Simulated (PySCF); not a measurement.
```xyz
2

Na    0.0000    0.0000   -2.0300
Se    0.0000    0.0000    0.5840
```

Level of theory: PBE0/pcseg-1, non-relativistic, at a bond length of 2.614 Å (PySCF).

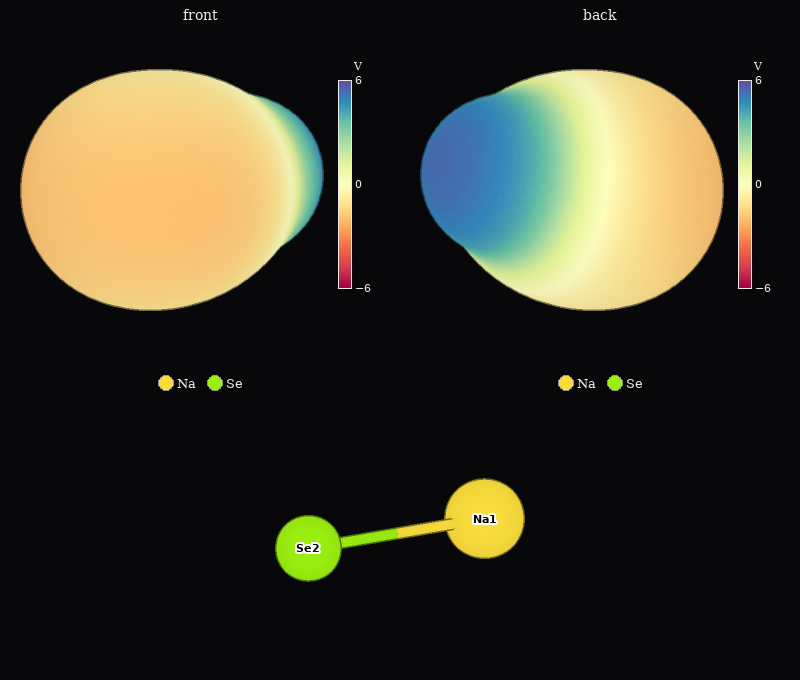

NaSe (doublet). The electrostatic potential painted on the density surface at 0.001 e/bohr³, seen from the front and from behind; red is negative and blue positive. The bare structure is drawn below in the same view.

Q: Describe the electrostatic potential map.

A: The most negative region (about −1.9 V) lies over Se2, the most positive (about +5.4 V) over Na1.
